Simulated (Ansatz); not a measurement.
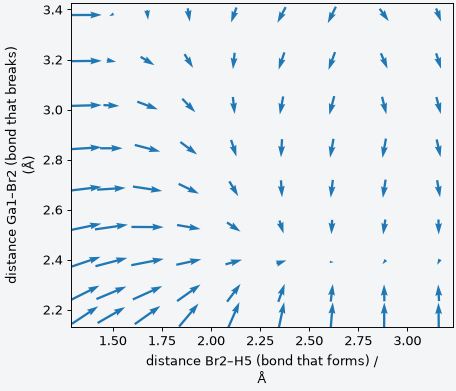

The reacting system BrGaH4O. The first coordinate is: distance Br2–H5 (bond that forms); the second: distance Ga1–Br2 (bond that breaks). Relaxed at each point: all other coordinates. Grid: 9 × 9 points. Points are written as (first, second). The reference is spin-restricted, so regions where a bond is pulled apart into radicals lie too high. Level of theory: RKS B3LYP-D4/def2-SVP in Ansatz 0.2.0.

Drawn: arrows along the force (downhill), their lengths compressed.

**The arrows alone are given. Where is the energy lowest?**

The arrows converge at about (2.703 Å, 2.385 Å) (read from the interpolated surface).

The energy map of the same scan:

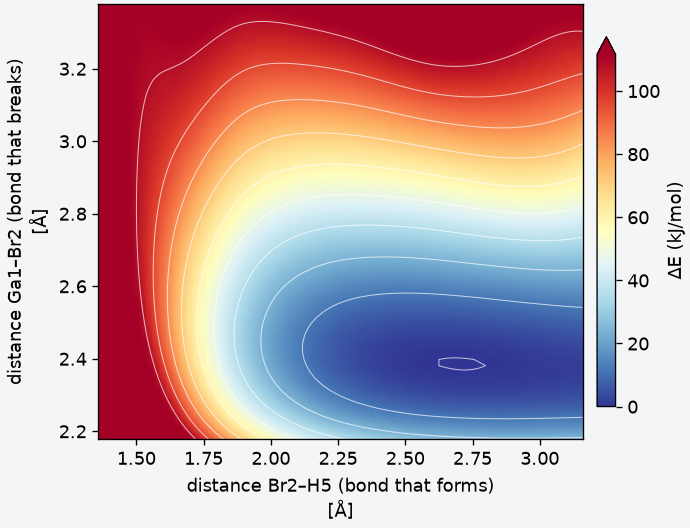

Energies are in kJ/mol, from the lowest grid point; between grid points the surface is interpolated.
